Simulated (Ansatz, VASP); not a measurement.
## NbSi in two plane-wave programs

One calculation is typed for both programs; each brings its own data sets and cutoff. How far apart do they land? The cell is invented: As first built, before any earlier steps moved the atoms: it takes the TaC structure with all of its atoms replaced by other elements, volume scaled by an estimate. It may not be a known or stable phase. The cell comes out of the VASP series on this material, whose earlier steps may have relaxed, scaled or displaced it; both programs get it as it stands.

Program: Ansatz 0.2.0. Level of theory: plane waves, with VASP 6.6.1 beside it; relaxation of cell and atoms at PBE. Results are calculated unless marked as measured.

**1. The structure**

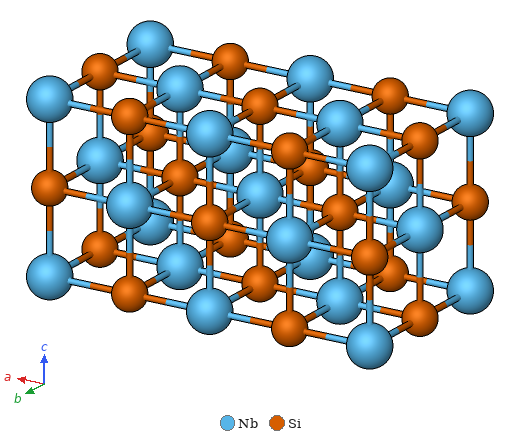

The starting structure, seen from a free direction (niobium blue, silicon orange). 2×1×1 cells are drawn. This picture shows the conventional cell, with its axes. Some periodic images of atoms are drawn too.

Coordinates:

```cif
data_structure
_symmetry_space_group_name_H-M 'P 1'
_symmetry_Int_Tables_number 1
_cell_length_a 3.6363
_cell_length_b 3.6363
_cell_length_c 3.6363
_cell_angle_alpha 60.000
_cell_angle_beta 60.000
_cell_angle_gamma 60.000
_cell_volume 34.00
loop_
_atom_site_label
_atom_site_type_symbol
_atom_site_fract_x
_atom_site_fract_y
_atom_site_fract_z
_atom_site_occupancy
Nb1 Nb 0.00000 0.00000 0.00000 1
Si2 Si 0.50000 0.50000 0.50000 1
```

**2. Ansatz: relaxation of cell and atoms, PBE**

Ansatz runs on its default PAW (the set named soft_2) files.

The relaxed volume is the usual yardstick between codes: its relative difference is about their pressure difference at one cell divided by the bulk modulus.

input.yaml reads:

```yaml
crystal:
  lattice:
    - [0.0, 2.5712175395, 2.5712175395]
    - [2.5712175395, 0.0, 2.5712175395]
    - [2.5712175395, 2.5712175395, 0.0]
  atoms:
    - { symbol: Nb, position: [0.0, 0.0, 0.0] }
    - { symbol: Si, position: [0.5, 0.5, 0.5] }
hamiltonian:
  xc: pbe
  pseudopotentials: { kind: paw }
kpoints:
  mp_grid: { grid: [9, 9, 9] }
scf:
  occupations: { method: fermi_dirac, width: 0.05 }
relax:
  f_tol: 0.01
  max_steps: 60
  cell: { stress_tol: 0.05 }
output:
  forces: true
  stress: true
```

Run with:

```bash
ansatz run input.yaml --threads 4 --pin off --max-ram 9216MiB --backend cpu --events-out ev --progress --plain --runs-dir out
```

Numbers of over 12 decimals in the logs are rounded to 6 here.

Log:

```text
Engine: ansatz 0.2.0, aarch64-unknown-linux-gnu
Pseudopotentials: kind: paw
Pseudopotential: Nb, paw, valence charge 13, recommended cutoff 420 eV (normal), Nb.paw.azcp
Pseudopotential: Si, paw, valence charge 4, recommended cutoff 420 eV (normal), Si.paw.azcp
Functional definition: PBE
  parameter kappa = 0.804
  parameter beta = 0.066725
  exchange = pbe_x(kappa = kappa, mu = beta*pi^2/3)
  correlation = pbe_c(beta = beta)
Crystal: 2 atoms, lattice volume = 33.997 Å³
Basis set: ecut = 420 eV, 645 PW (Γ), exchange–correlation on 50×50×50 points (8 copies of the dense FFT grid, shifted against one another)
Bands: 13, of which v1, the nominal top of the filled ones, is band 9 counted from 1 (8 counted from 0)
Symmetry: 48 space group operations
Space group: Fm-3m (ITA 225), of the structure as read, at distance tolerance 3.2e-5 Å
k-points: 35 of 729
Non-local potential: Nb, projectors of the file, l = 0: 3, l = 1: 2, l = 2: 2, l = 3: 1
Non-local potential: Si, projectors of the file, l = 0: 2, l = 1: 2, l = 2: 2
PAW form: soft (Blöchl's): semilocal exchange-correlation on the pseudo side does not see the compensation charge
PAW one-centre angular grid: Nb, 590 points (default); XC on 64 Gauss nodes
PAW one-centre angular grid: Si, 110 points (default); XC on 64 Gauss nodes
Initial density: superposition of atomic densities (neutral atoms: chi_scale 0, normalization atom), corrected by the library's trained network
Initial wavefunctions: pseudopotential atomic-orbital guess
Functional: x = pbe(κ = 0.804, μ = 0.219515), c = pbe(β = 0.066725)
SCF iter   1: F=—  HF=-5188.565904 eV  |F-HF|=—  |Δ(HF+E_count)|=         —  Δρ=5.34e-3  dr2=1.71e-2  ethr=1.77e-3  ⟨swp⟩=5.1  Hψ=2736  notcnv=0
preconditioner: auto → none  [metal: Δε(μ)=0.116 eV  Ē_g=6.895 eV  σ=0.050 eV  W_gap=0.45  n_scr=8 (ndim 8)  ℏωp=19.1 eV  f_vac=0.000  D(μ)=1.14/eV (n_scr^D=14)  sad-step TF]
SCF iter   2: F=—  HF=-5188.564007 eV  |F-HF|=—  |Δ(HF+E_count)|=   1.90e-3  Δρ=3.89e-3  dr2=9.39e-3  ethr=1.01e-4  ⟨swp⟩=1.0  Hψ=736  notcnv=0
SCF iter   3: F=—  HF=-5188.561861 eV  |F-HF|=—  |Δ(HF+E_count)|=   2.15e-3  Δρ=8.63e-4  dr2=4.68e-4  ethr=5.53e-5  ⟨swp⟩=2.4  Hψ=578  notcnv=0
SCF iter   4: F=—  HF=-5188.561749 eV  |F-HF|=—  |Δ(HF+E_count)|=   1.11e-4  Δρ=6.38e-5  dr2=1.78e-6  ethr=2.75e-6  ⟨swp⟩=2.0  Hψ=583  notcnv=0
SCF iter   5: F=—  HF=-5188.561755 eV  |F-HF|=—  |Δ(HF+E_count)|=   6.03e-6  Δρ=1.34e-5  dr2=3.63e-8  ethr=1.05e-8  ⟨swp⟩=2.3  Hψ=725  notcnv=0
SCF iter   6: F=-5188.561755 eV  HF=-5188.561755 eV  |F-HF|=2.88e-10  |Δ(HF+E_count)|=   1.63e-8  Δρ=1.66e-6  dr2=3.57e-10  ethr=2.13e-10  ⟨swp⟩=1.9  Hψ=1513  notcnv=0
SCF 1 converged in 6 iterations: F = -5188.561755 eV  dr2 = 3.57e-10
  greatest PAW one-centre occupation: 0.998 electrons in one spin orbital (limit 2), on the Nb atom at site 0 (counted from 0), in its partial waves of l = 0
relax step   1: F+E_penalty+E_count = -5188.56175521 eV  Δ(F+E_penalty+E_count) = +0.000e0 eV  max|allowed force component| = 1.972e-31 eV/Å  Δτ_max = 0.0000 Å  P = +0.445 GPa  Ω = 33.997 Å³  (6 SCF iters, dr2 threshold 1.00e-7 eV, accepted)
[...]
relax step   2: F+E_penalty+E_count = -5188.56184273 eV  Δ(F+E_penalty+E_count) = -8.753e-5 eV  max|allowed force component| = 1.643e-31 eV/Å  Δτ_max = 0.0000 Å  P = -0.201 GPa  Ω = 34.143 Å³  energy of the carried Pulay correction = -2.268e-5 eV  (6 SCF iters, dr2 threshold 2.00e-7 eV, accepted)
[...]
relax step   3: F+E_penalty+E_count = -5188.56187839 eV  Δ(F+E_penalty+E_count) = -3.566e-5 eV  max|allowed force component| = 1.274e-31 eV/Å  Δτ_max = 0.0000 Å  P = -0.001 GPa  Ω = 34.098 Å³  energy of the carried Pulay correction = -1.562e-5 eV  (6 SCF iters, dr2 threshold 1.01e-7 eV, accepted)
[...]
relax step   4: F+E_penalty+E_count = -5188.56189112 eV  Δ(F+E_penalty+E_count) = -1.273e-5 eV  max|allowed force component| = 1.243e-31 eV/Å  Δτ_max = 0.0000 Å  P = -0.000 GPa  Ω = 34.098 Å³  stress off target by 4.73e-4 GPa  SCF on the basis re-selected at this cell (its energy is not comparable with the rows above)  (7 SCF iters)
basis re-selected at this cell: Δ(F+E_penalty+E_count) = -1.273e-5 eV, ΔP = +0.000 GPa vs the last step (what re-selecting the basis moved, of the pressure what is left beyond the Pulay correction that the steps carried, after the strain that the cell walked since its last selection, with what the two solves' SCF thresholds leave and, on support functions, any second-order correction that the steps lacked; it is no m [...]
SCF converged after 7 iterations
Free energy (F): -5188.561891 eV
Harris-Foulkes:  -5188.561891 eV  (|F-HF|=9.09e-13)
Internal energy: -5188.551635 eV  (E = F + TS)
E sigma→0 (E₀):  -5188.556763 eV
Entropy (-TS):   -0.010256 eV (-5.128 meV/atom)
Fermi energy:    13.941104 eV
--- Per-component energies (eV) ---
  E_band       = -97.608671
  E_kinetic    = 435.278284
  E_local      = -906.732853  (includes V_loc(G=0)·N_el)
  E_nonlocal   = 146.492056
  E_hartree    = 298.751853
  E_xc         = -231.298706
  E_vxc        = -260.462461  (∫ρ·V_xc dr)
  E_paw        = -3586.142039  (= ΣΔE_a)
  E_vpaw       = -109.687419  (= ΣTr[D̂ρ^β])
  E_aug_tail   = 0.000016  (compensation charges beyond the density's cutoff)
  E_ewald      = -1344.900246
  E_smearing   = -0.010256  (= −TS)
  E_closure    = 0.000000  (closes the sum)
  Σ components = -5188.561891   (vs F -5188.561891, Δ=0.00e0)
--- Forces (eV/Å), atoms counted from 1 ---
  atom   1  Nb    -0.00000000    -0.00000000    -0.00000000
  atom   2  Si    -0.00000000    -0.00000000    -0.00000000
  max |Σ_I F_I| component: 6.57e-31 eV/Å
--- Stress (GPa, compression-positive) ---
       -0.000473      -0.000000      -0.000000
       -0.000000      -0.000473      -0.000000
       -0.000000      -0.000000      -0.000473
  P = ⅓ Tr σ = -0.0005 GPa (-0.005 kbar)
--- Relaxed structure (3 steps of the walk, 3 accepted, 1 SCFs on fresh bases) ---
  F+E_penalty+E_count = -5188.56189112 eV   max|allowed force component| = 1.243e-31 eV/Å   (the final SCF, on the basis selected at the relaxed cell)
  cell:  # Å, volume = 34.0978 Å³
    - [0, 2.573744, 2.573744]
    - [2.573744, 0, 2.573744]
    - [2.573744, 2.573744, 0]
  atoms:
    - { symbol: Nb, position: [0, 0, 0] }
    - { symbol: Si, position: [0.5, 0.5, 0.5] }
```

The job ended after 1.3 s (4 threads of Arm Neoverse V1, shared host; peak memory 0.31 GiB).

**3. VASP: relaxation of cell and atoms, PBE**

The same cell, functional, mesh and smearing now go to VASP, with its own data sets and cutoff.

Lines of VASP's logs that name or quote its potential files are left out, and so is its time.

INCAR reads:

```
SYSTEM = NbSi
PREC = Accurate
ENCUT = 400
EDIFF = 1E-06
NELM = 100
ISMEAR = -1
SIGMA = 0.05
LREAL = .FALSE.
ALGO = Normal
GGA = PE
LORBIT = 11
LWAVE = .FALSE.
LCHARG = .FALSE.
KPAR = 4
IBRION = 2
NSW = 60
ISIF = 3
EDIFFG = -0.01
```

POSCAR reads:

```
NbSi
1.0
    0.0000000000      2.5712175395      2.5712175395
    2.5712175395      0.0000000000      2.5712175395
    2.5712175395      2.5712175395      0.0000000000
Nb Si
1 1
Direct
    0.0000000000      0.0000000000      0.0000000000
    0.5000000000      0.5000000000      0.5000000000
```

KPOINTS reads:

```
Automatic mesh
0
Gamma
9 9 9
0 0 0
```

Potentials, in the order of the species: Nb_sv and Si (PBE family, release 64).

Run with:

```bash
mpirun -np 4 vasp_std
```

Log:

```text
[banner, memory and clock lines left out]
running    4 mpi-ranks, on    1 nodes
 distrk:  each k-point on    1 cores,    4 groups
 distr:  one band on    1 cores,    1 groups

 POSCAR found type information on POSCAR NbSi
 POSCAR found :  2 types and       2 ions
 LDA part: xc-table for (Slater+PW92), standard interpolation
 POSCAR, INCAR and KPOINTS ok, starting setup
 FFT: planning ... GRIDC
 FFT: planning ... GRID_SOFT
 FFT: planning ... GRID
 WAVECAR not read
 entering main loop
       N       E                     dE             d eps       ncg     rms          rms(c)
DAV:   1     0.986210079630E+02    0.98621E+02   -0.74393E+03   840   0.109E+03
DAV:   2    -0.117500373865E+02   -0.11037E+03   -0.10570E+03  1028   0.362E+02
DAV:   3    -0.170217116348E+02   -0.52717E+01   -0.50700E+01  1240   0.627E+01
DAV:   4    -0.173491825920E+02   -0.32747E+00   -0.32148E+00  1272   0.160E+01
DAV:   5    -0.173615212216E+02   -0.12339E-01   -0.12333E-01  1272   0.278E+00    0.885E+00
DAV:   6    -0.161025771909E+02    0.12589E+01   -0.55172E+00  1344   0.201E+01    0.274E+00
DAV:   7    -0.161068749855E+02   -0.42978E-02   -0.11680E-01  1080   0.327E+00    0.164E+00
DAV:   8    -0.161073361843E+02   -0.46120E-03   -0.22281E-02  1532   0.128E+00    0.320E-01
DAV:   9    -0.161073603344E+02   -0.24150E-04   -0.68831E-04  1052   0.245E-01    0.118E-01
DAV:  10    -0.161073900244E+02   -0.29690E-04   -0.13417E-04  1124   0.149E-01    0.119E-02
DAV:  11    -0.161073895353E+02    0.48916E-06   -0.49783E-06  1200   0.243E-02
   1 F= -.16107390E+02 E0= -.16102243E+02  d E =-.161074E+02
 curvature:   0.00 expect dE= 0.000E+00 dE for cont linesearch  0.000E+00
 trial: gam= 0.00000 g(F)=  0.224E-59 g(S)=  0.257E-05 ort = 0.000E+00 (trialstep = 0.100E+01)
 search vector abs. value=  0.257E-05
 reached required accuracy - stopping structural energy minimisation
```

OUTCAR, selected parts (step 3):

```text
ion  position               nearest neighbor table
   1  0.000  0.000  0.000-   2 2.57   2 2.57   2 2.57   2 2.57   2 2.57   2 2.57
   2  0.500  0.500  0.500-   1 2.57   1 2.57   1 2.57   1 2.57   1 2.57   1 2.57

  LATTYP: Found a face centered cubic cell.
 ALAT       =     5.1424350790

 Subroutine GETGRP returns: Found 48 space group operations
 (whereof 48 operations were pure point group operations)

The static configuration has the point symmetry O_h .

 Found     35 irreducible k-points:

   k-points           NKPTS =     35   k-points in BZ     NKDIM =     35   number of bands    NBANDS=     12

   dimension x,y,z NGX =    24 NGY =   24 NGZ =   24
   dimension x,y,z NGXF=    48 NGYF=   48 NGZF=   48

   ENCUT  =  400.0 eV  29.40 Ry    5.42 a.u.   5.93  5.93  5.93*2*pi/ulx,y,z

   NELECT =      17.0000    total number of electrons

 k-points in reciprocal lattice and weights: Automatic mesh
   0.00000000  0.00000000  0.00000000       0.001
   0.11111111  0.00000000  0.00000000       0.011
   0.22222222  0.00000000  0.00000000       0.011
   0.33333333  0.00000000  0.00000000       0.011
   0.44444444  0.00000000  0.00000000       0.011
   0.11111111  0.11111111  0.00000000       0.008
   0.22222222  0.11111111  0.00000000       0.033
   0.33333333  0.11111111  0.00000000       0.033
   0.44444444  0.11111111  0.00000000       0.033
[...]
-0.33333333  0.44444444  0.11111111       0.033
  -0.33333333  0.44444444  0.22222222       0.033

 average (electrostatic) potential at core
       1 -78.7973       2 -78.7507

 E-fermi :  10.2767

 k-point     1 :       0.0000    0.0000    0.0000
  band No.  band energies     occupation
    ...
      6       9.0453      2.00000
      7       9.0453      2.00000
      8       9.0453      2.00000
      9       9.5850      2.00000
     10       9.5850      2.00000
     11      12.7231      0.00000
     12      12.7231      0.00000

 k-point     2 :       0.1111    0.0000    0.0000
  band No.  band energies     occupation
    ...
      6       8.6134      2.00000
      7       8.9063      2.00000
      8       8.9063      2.00000
      9       9.4144      2.00000
     10       9.4144      2.00000
     11      12.4854      0.00000
     12      13.5097      0.00000

 k-point     3 :       0.2222    0.0000    0.0000
  band No.  band energies     occupation
    ...
      6       7.5085      2.00000
      7       8.1304      2.00000
      8       8.1304      2.00000
      9       9.9269      1.99817
     10       9.9269      1.99817
     11      12.1813      0.00000
     12      15.1296      0.00000

  Total       -0.0059624     -0.0059624     -0.0059624     -0.0000000      0.0000000      0.0000000
  in kB       -0.2809844     -0.2809844     -0.2809844     -0.0000000      0.0000000      0.0000000
  external PRESSURE =      -0.2809844 kB  Pullay stress =       0.0000000 kB

  energy-cutoff  :      400.00
  volume of cell :       34.00
      direct lattice vectors                 reciprocal lattice vectors
     0.000000000  2.571217540  2.571217540    -0.194460403  0.194460403  0.194460403
     2.571217540  0.000000000  2.571217540     0.194460403 -0.194460403  0.194460403
     2.571217540  2.571217540  0.000000000     0.194460403  0.194460403 -0.194460403

 POSITION                                       TOTAL-FORCE (eV/Angst)
 -----------------------------------------------------------------------------------
      0.00000      0.00000      0.00000         0.000000      0.000000      0.000000
      2.57122      2.57122      2.57122        -0.000000     -0.000000     -0.000000
 -----------------------------------------------------------------------------------
    total drift:                                0.000000     -0.000000     -0.000000

  FREE ENERGIE OF THE ION-ELECTRON SYSTEM (eV)
  ---------------------------------------------------
  free  energy   TOTEN  =       -16.1073895353 eV

  energy  without entropy=      -16.0970956335  energy(sigma->0) =      -16.10224258

 reached required accuracy - stopping structural energy minimisation

 total charge
# of ion       s       p       d       tot
------------------------------------------
    1        2.142   6.000   2.557  10.698
    2        0.791   0.964   0.000   1.754
--------------------------------------------------
tot          2.932   6.963   2.557  12.453

[... 3 further parts left out ...]
```

CONTCAR:

```
NbSi
   1.00000000000000
     0.0000000000000000    2.5712175395000001    2.5712175395000001
     2.5712175395000001    0.0000000000000000    2.5712175395000001
     2.5712175395000001    2.5712175395000001    0.0000000000000000
  Nb              Si
     1     1
Direct
     0.0000000000000000    0.0000000000000000    0.0000000000000000
     0.5000000000000000    0.5000000000000000    0.5000000000000000
```

**4. Comparison**

Known differences besides the PAW data sets themselves: both relaxations stop at a tolerance, which leaves soft axes loose, and VASP keeps its plane-wave basis; the cutoff is 420 eV in Ansatz and 400 eV in VASP; VASP leaves aspherical gradient terms in its spheres out (LASPH is not set), Ansatz keeps them; Ansatz adds a Pulay correction to the stress that steers its cell, VASP none. Total energies have different zeros and are not compared.

The two programs side by side:

```csv
quantity,Ansatz,VASP,difference
volume (Å³),34.10,34.00,+0.30 %
"edge a after relaxation, in the typed setting (Å)",3.640,3.636,+0.10 %
```

The walks stopped with 0.00 GPa left in Ansatz and -0.03 GPa in VASP; each walk ends within a tolerance, so the volume difference is uncertain by about these residues over the bulk modulus, most in soft cells.

**5. Results**

| Item | Value |
| --- | --- |
| difference in volume (relaxation of cell and atoms, PBE) | 0.30 % |

In words: The difference in volume is 0.30 % (relaxation of cell and atoms, PBE), within the 1.2 % picked in this series as the mark of a large difference, as far as the stopping tolerances let one tell. How closely two codes agree says nothing of how well the functional describes the real material.

[Lines on the potential files, build, host, timing and source positions are cut from VASP's logs without a mark.]

[Logs are printed without paths, hosts, clocks, repeated set-up lines and the standing remarks that a program may print on its own settings, such as how far it seeks lower states.]

[Hosts, paths, dates, database ids (printed as entryN), source tags and the programs' standing remarks are cut or masked in the printed files.]
